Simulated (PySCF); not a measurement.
# C$_{3}$H$_{11}$FSi$_{2}$ (SMILES C[SiH](C)C[SiH2]F): what the fields show

```yaml
atoms:
  - { symbol: C, position_ang: [-1.0885, 1.6849, 0.0909] }
  - { symbol: Si, position_ang: [-0.8915, -0.0837, -0.5783] }
  - { symbol: C, position_ang: [-1.4122, -1.3504, 0.7374] }
  - { symbol: C, position_ang: [0.9321, -0.3761, -1.0857] }
  - { symbol: Si, position_ang: [2.2438, 0.0414, 0.2095] }
  - { symbol: F, position_ang: [1.8782, -0.7365, 1.5768] }
  - { symbol: H, position_ang: [-2.1315, 1.9193, 0.2803] }
  - { symbol: H, position_ang: [-0.7106, 2.4202, -0.6134] }
  - { symbol: H, position_ang: [-0.5490, 1.8150, 1.0248] }
  - { symbol: H, position_ang: [-1.7304, -0.2470, -1.7845] }
  - { symbol: H, position_ang: [-1.4182, -2.3581, 0.3327] }
  - { symbol: H, position_ang: [-2.4086, -1.1436, 1.1163] }
  - { symbol: H, position_ang: [-0.7287, -1.3417, 1.5808] }
  - { symbol: H, position_ang: [1.1409, 0.2039, -1.9839] }
  - { symbol: H, position_ang: [1.0412, -1.4219, -1.3748] }
  - { symbol: H, position_ang: [3.5698, -0.4598, -0.1337] }
  - { symbol: H, position_ang: [2.2560, 1.4461, 0.5948] }
```

Geometry: GFN2-xTB.

These are results of PBE0/pcSseg-1, SCF density, gas phase, non-relativistic (PySCF), not measurements.

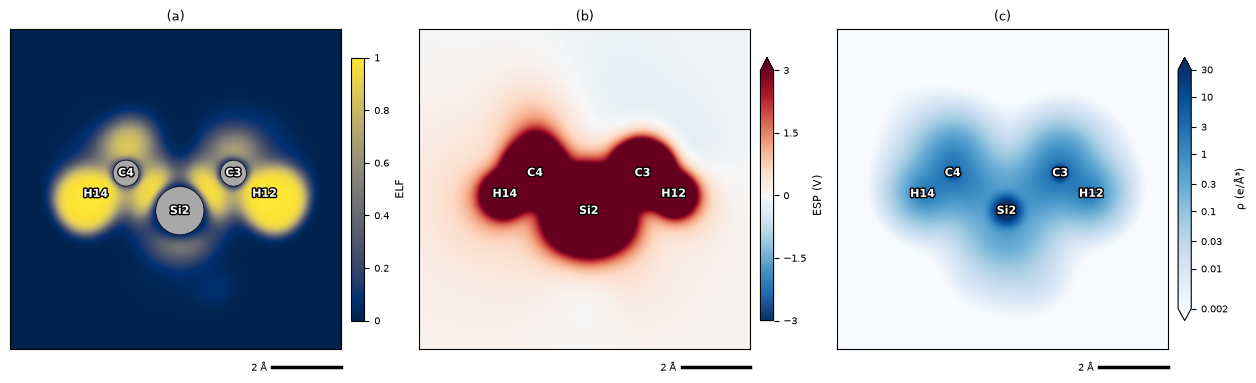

Figure 1. (a) ELF; (b) electrostatic potential; (c) total electron density on the plane of atoms Si2, C3 and H12. Grey discs cover the atomic cores in the ELF map.

What does the map show?

The section cuts through Si, C and H sites. C–Si (1.90 Å): the density is about 0.92 e/Å³ at the midpoint; the ELF peaks at about 0.95 between the atoms, as expected for a covalent bond. C–H (1.09 Å): ρ at the midpoint is about 1.9 e/Å³; the ELF climbs to about 1 towards the hydrogen, as it does in any bond to H: an ordinary covalent bond to hydrogen. The potential has no marked negative region in this plane.

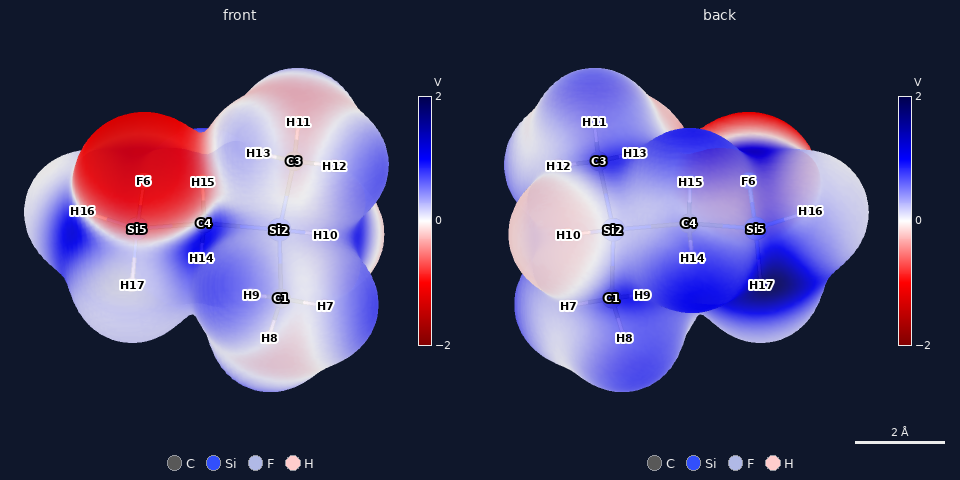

Figure 2. The molecular electrostatic potential painted on the density surface at 0.002 e/bohr³, seen from the front and from behind; red is negative and blue positive.

Describe the electrostatic potential map.

The most negative region (about −1.2 V, or −28 kcal/mol for a unit charge) lies over F6, the most positive (about +1.7 V, or +39 kcal/mol for a unit charge) over Si5.

How polar is the molecule by this calculation?

Its dipole moment is 1.53 D.
